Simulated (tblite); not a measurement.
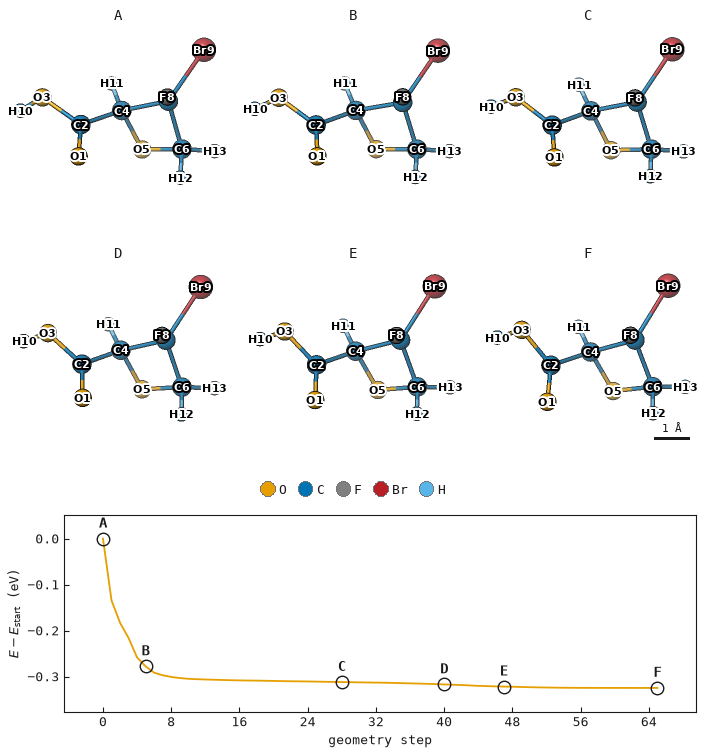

Frames of a relaxation of C4H4BrFO3, marked on the history of the run. Style: ball-and-stick. Shown at a tilt.

All numbers below come from GFN2-xTB geometry optimisation, gas phase in tblite. 

**Describe the path.**

Over 65 geometry steps the energy falls by 0.325 eV. An H atom moves most after the best rigid fit: 0.43 Å. By element the largest moves are H 0.43 Å, O 0.42 Å, Br 0.21 Å, F 0.20 Å, C 0.15 Å. Near-neighbour distances that change, for instance: C–O 1.478 → 1.422 Å, C–O 1.367 → 1.330 Å, C–O 1.459 → 1.428 Å, C–C 1.559 → 1.531 Å. Bond angles that change, for instance: C–O–H 103.3° → 111.1°, O–C–O 117.7° → 124.9°, O–C–H 108.1° → 113.4°. Groups turn about C–C by about 25°. From step 0 to 5: an O atom moves most (0.12 Å), energy −0.278 eV. From step 5 to 28: an H atom moves most (0.08 Å), energy −0.034 eV. From step 28 to 40: an H atom moves most (0.15 Å), energy −0.005 eV. From step 40 to 47: an O atom moves most (0.13 Å), energy −0.005 eV. From step 47 to 65: an O atom moves most (0.15 Å), energy −0.003 eV.

```tsv
step	E − E(0), eV
0	0.0000
1	-0.1344
2	-0.1830
3	-0.2162
4	-0.2586
5	-0.2779
6	-0.2917
7	-0.2973
8	-0.3009
9	-0.3033
10	-0.3049
13	-0.3070
16	-0.3084
19	-0.3092
22	-0.3103
24	-0.3107
27	-0.3118
30	-0.3127
33	-0.3135
36	-0.3149
39	-0.3165
42	-0.3185
45	-0.3208
48	-0.3222
51	-0.3236
53	-0.3242
56	-0.3246
59	-0.3248
62	-0.3248
65	-0.3248
```
